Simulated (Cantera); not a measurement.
Feed: 1 mol Ta(OEt)5, 0.41 mol CH4, held at 3900 Torr.

Cantera equilibrium calculation (NASA polynomials, part measured and part estimated; ideal gas, pure solids and liquids). Candidate condensed phases: C, C6H6, C7H8, C8H18, H2O, Ta, TaC, Ta2O5; 113 gas species. The feed counts by its element totals alone. TaC: taken at fixed stoichiometry. Condensed phases not in the tables: Ta2C. The numbers say what is thermodynamically allowed, not how fast it happens.

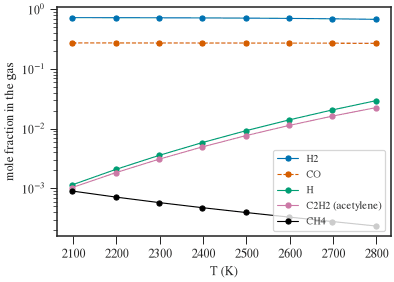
Figure: Equilibrium gas composition (values under 1e-9 drawn at 1e-9)

From 2098 K to 2798 K the condensed part is C(graphite) + TaC(s).
